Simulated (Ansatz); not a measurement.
# CHSi3 (charge −1): what the fields show

Input file:

```
basis:
  gaussian:
    orbitals: def2-TZVPD
crystal:
  periodic: [false, false, false]
  atoms:
    - {symbol: C, position_ang: [0.261037, -0.017291, 0.932980]}
    - {symbol: Si, position_ang: [-1.450682, -0.876931, 0.839799]}
    - {symbol: Si, position_ang: [0.765396, -1.507748, 1.894415]}
    - {symbol: Si, position_ang: [-0.574284, 1.088237, -0.148657]}
    - {symbol: H, position_ang: [0.424656, -0.969526, 3.308506]}
total_charge: -1
magnetization:
  spin_polarized: false
  initial_magnetization: 0
hamiltonian:
  xc: pbe0
output: {forces: true, orbitals: {seedname: orbitals}}
```

Run with:

```sh
ansatz run input.yaml --threads 1 --pin off --max-ram 2610MiB --events-out events.jsonl --progress --plain --runs-dir runs
```

Geometry: B3LYP-D3(BJ)/def2-SVPD.

Computed with isolated molecule in a Gaussian basis; Kohn-Sham density functional theory, functional PBE0 in Ansatz.

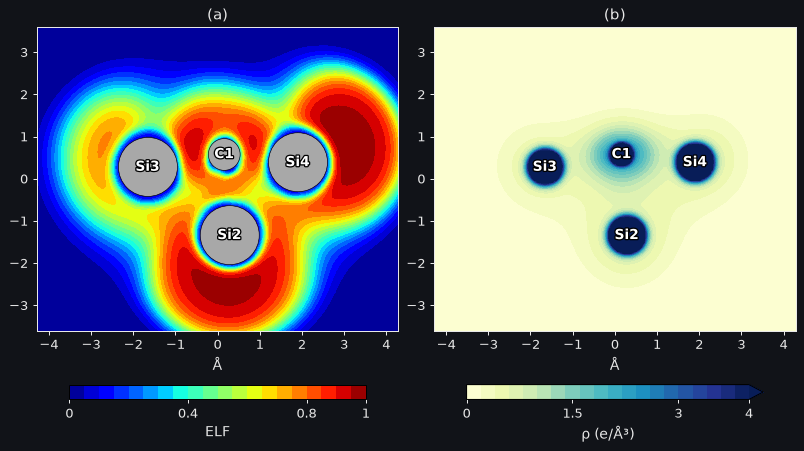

Figure 1. (a) electron localisation function; (b) electron density on the plane of atoms C1, Si4 and Si2. Grey discs cover the atomic cores in the ELF map.

### What does the map show?

- Atoms in the plane: C and Si.
- C–Si (1.76 Å): ρ is about 1 e/Å³ halfway; the ELF peaks at about 0.85 between the atoms (localised, covalent bonding).
- Si–Si (2.37 Å): ρ is about 0.51 e/Å³ halfway; the ELF peaks at about 0.70 between the atoms.
- C–Si (1.84 Å): ρ is about 0.9 e/Å³ halfway; the ELF peaks at about 0.90 between the atoms; a shared electron pair.
- C–Si (1.92 Å): ρ is about 0.76 e/Å³ halfway; the ELF peaks at about 0.80 between the atoms (localised, covalent bonding).
- The ELF also peaks beside Si2 and Si4, away from the bonds: lone-pair regions.

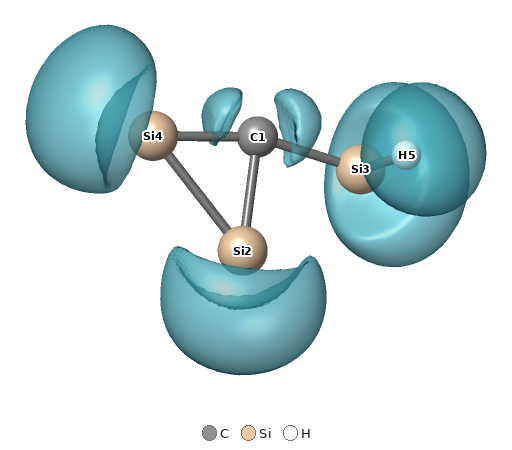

Figure 2. Isosurface of the ELF at 0.85 (cyan), seen at a tilt. Only the valence region is drawn (cores and ρ < 0.01 e/Å³ removed).

### What do the ELF domains correspond to?

The surface consists of two regions between bonded C–Si atoms (shared pairs), one region around a hydrogen nucleus and three lobes on Si, pointing away from the bonds (lone pairs).

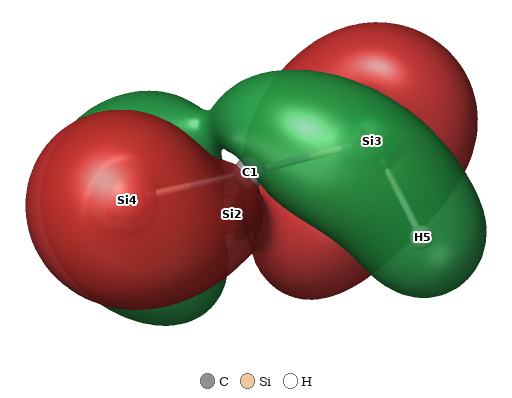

Figure 3. The HOMO−1 at ±0.06 Å⁻³ᐟ² (green and red are the two phases), seen from one side.

### What is the character of this orbital?

Its weight (Hirshfeld) is mainly on Si2 (about 30 %), Si3 (about 30 %), Si4 (about 25 %) and C1 (about 10 %). Its energy is −1.58 eV.
